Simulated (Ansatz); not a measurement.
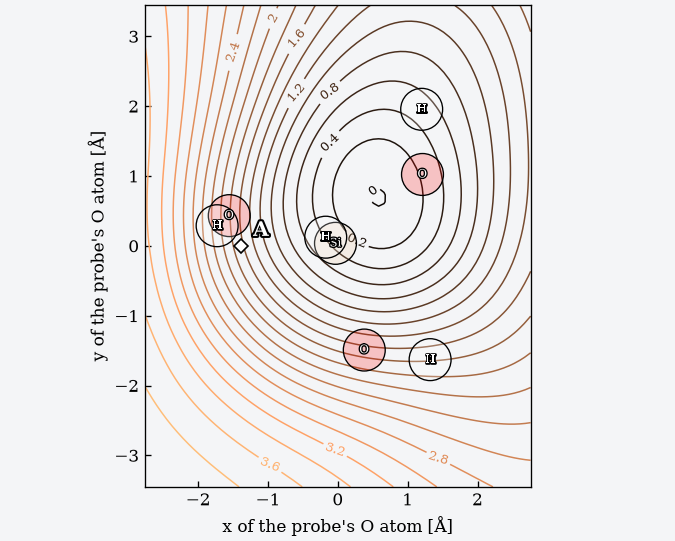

H₄O₃Si (SMILES O[SiH](O)O) with the probe H2O. 
- The probe is moved over a plane parallel to the molecule's main plane, 5.00 Å above it.
- Coordinates scanned: (1) x of the probe's O atom; (2) y of the probe's O atom.
- Nothing is relaxed (molecule and probe rigid, the probe upright with O nearest the plane).
- The scan uses a 9 × 11 grid.
- All energies are given in kJ/mol relative to the lowest grid point.
- Computed with RKS PBE-D4/def2-SVPD in Ansatz 0.2.0.

In the figure: contour lines labelled in kJ/mol, labelled circles for the molecule's atoms, projected on the plane, the point A. Between grid points the surface is interpolated.

Question: Which way does the force act at A, and how strong is it?

Answer: A, at x of the probe's O atom = −1.38 Å, y of the probe's O atom = 0.00 Å, is not a stationary point. The computed force is 0.015 eV/Å in the plane, pointing right in the picture (components 0.014 and 0.003 eV/Å).
